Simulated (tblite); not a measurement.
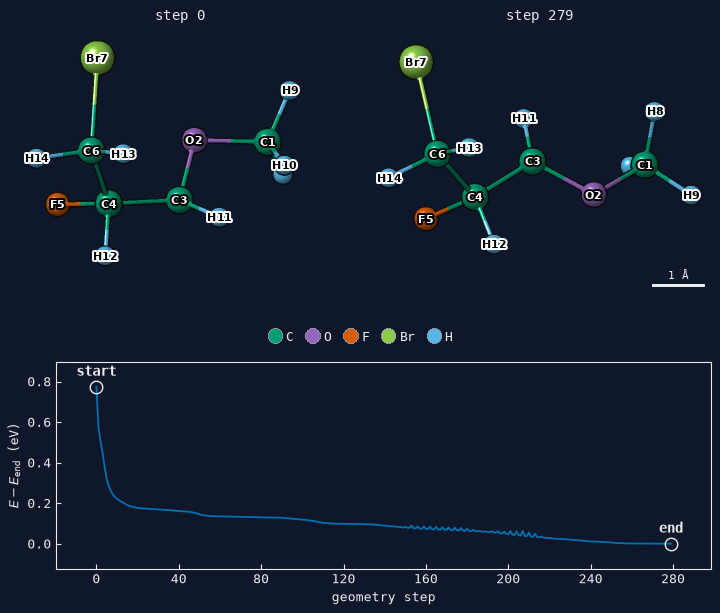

First and last geometry of a relaxation of C4H7BrFO (multiplicity 2), with the history of the run. The picture is a ball-and-stick view, seen at a tilt.

These are results of GFN2-xTB geometry optimisation, gas phase in tblite 0.8.0, not measurements. 

### Read the history and describe the run.

It converged. H11 moves most after the best rigid fit: 2.54 Å. By element the largest moves are H 2.54 Å, O 1.50 Å, Br 0.84 Å, C 0.77 Å, F 0.37 Å. Some distances before and after: C4–H12 1.144 → 1.098 Å, C6–H13 1.134 → 1.088 Å, C1–H10 1.133 → 1.095 Å, C4–C6 1.496 → 1.527 Å. Among the angles between lasting bonds that change: C1–O2–C3 102.9° → 116.0°, C4–C3–H11 113.9° → 121.4°, O2–C1–H10 103.7° → 110.9°. Groups turn about C1–O2 by about 30°. After 279 geometry steps the energy has fallen by 0.774 eV.
